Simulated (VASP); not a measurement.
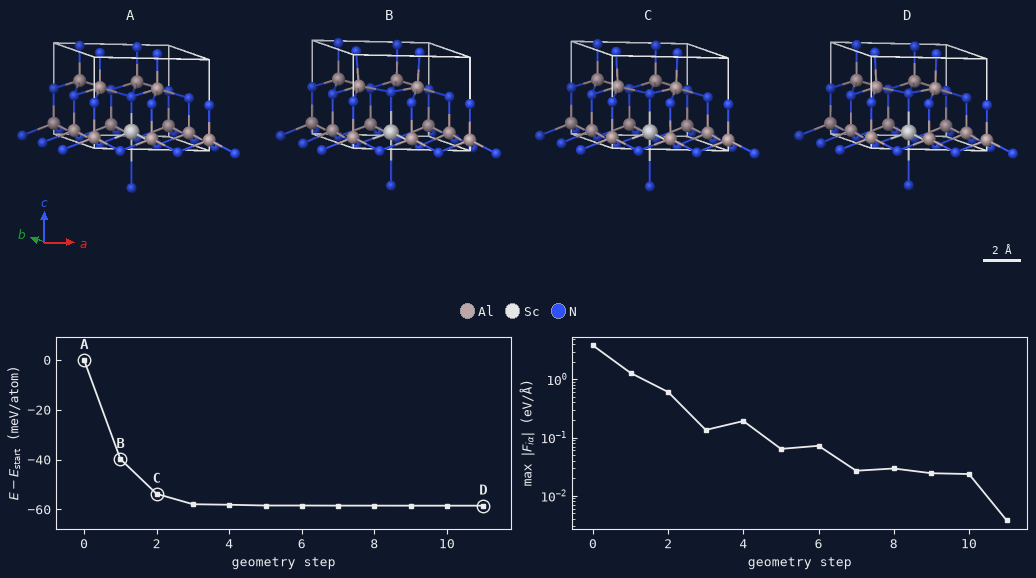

Frames of a relaxation of a crystal of ScAl7N8 (a generated structure, set up in P3m1), marked on the history of the run. The picture is a ball-and-stick view of the cell of the calculation (origin shifted), seen slightly off an axis.

The run lets cell and atoms move.

Theory: Kohn-Sham DFT of a periodic cell, PBEsol, VASP PAW PBE potentials, recommended in VASP 6.6.1.

Input file:
```
SYSTEM = ScAl7N8
PREC     = Accurate       ! precision mode
ENCUT    = 520            ! plane-wave cutoff, eV
EDIFF    = 1E-6           ! SCF threshold, eV
ISMEAR   = 0              ! smearing method
SIGMA    = 0.03           ! smearing width, eV
LREAL    = .False.        ! projectors in reciprocal space
LASPH    = .True.         ! aspherical terms in the spheres
NELM     = 100            ! most SCF steps
ALGO     = Normal         ! electronic algorithm
ISIF     = 3              ! what is computed and relaxed
LWAVE    = .False.        ! write WAVECAR
LCHARG   = .False.        ! write CHGCAR
GGA      = PS             ! functional
IBRION   = 2              ! ionic algorithm
NSW      = 60             ! ionic steps
EDIFFG   = -0.01          ! ionic threshold
```

Run as
```bash
cat potpaw_PBE.64/Al/POTCAR potpaw_PBE.64/Sc_sv/POTCAR potpaw_PBE.64/N/POTCAR > POTCAR
mpirun -np 1 vasp_std > vasp.out
```

Q: Describe the path.

A: The energy falls by 58.5 meV per atom in 11 geometry steps. Largest force component: 3.8 eV/Å at the start, 0.0038 eV/Å at the end. Pressure: 5.97 GPa at the start and −0.01 GPa at the end. The atom that moves furthest relative to the cell is an N atom (0.16 Å along +c). Largest moves by element: N 0.16 Å, Sc 0.04 Å, Al 0.04 Å. The volume changes by +2.0 %, with a = b 6.299 → 6.337 Å (+0.6 %), c 4.970 → 5.009 Å (+0.8 %). Some distances before and after: N–Sc 1.898 → 2.122 Å, N–Sc 3.071 → 2.886 Å, N–Sc 1.911 → 2.028 Å, Al–N 1.911 → 1.872 Å. Among the angles between lasting bonds that change: N–Al–N 111.0° → 104.8°, Al–N–Sc 107.9° → 103.0°, Al–N–Al 111.0° → 115.1°. The space group stays P3m1 (No. 156). From step 0 to 1: an N atom moves most (0.19 Å), volume +5.9 %, energy −39.8 meV per atom. From step 1 to 2: an N atom moves most (0.07 Å), volume −2.1 %, energy −14.0 meV per atom. From step 2 to 11: an N atom moves most (0.05 Å), volume −1.6 %, energy −4.7 meV per atom.

```
step  E − E(0), meV/atom  largest force component, eV/Å  pressure, GPa  volume, Å³/atom
   0                0.00                         3.8078           5.97           10.673
   1              -39.76                         1.2870          -6.66           11.298
   2              -53.74                         0.6045          -2.92           11.067
   3              -57.90                         0.1351           1.45           10.810
   4              -58.11                         0.1923           0.64           10.855
   5              -58.41                         0.0639          -0.14           10.895
   6              -58.42                         0.0722          -0.08           10.892
   7              -58.46                         0.0270          -0.04           10.889
   8              -58.46                         0.0295          -0.03           10.888
   9              -58.48                         0.0244           0.03           10.884
  10              -58.48                         0.0237           0.03           10.884
  11              -58.48                         0.0038          -0.01           10.886
```
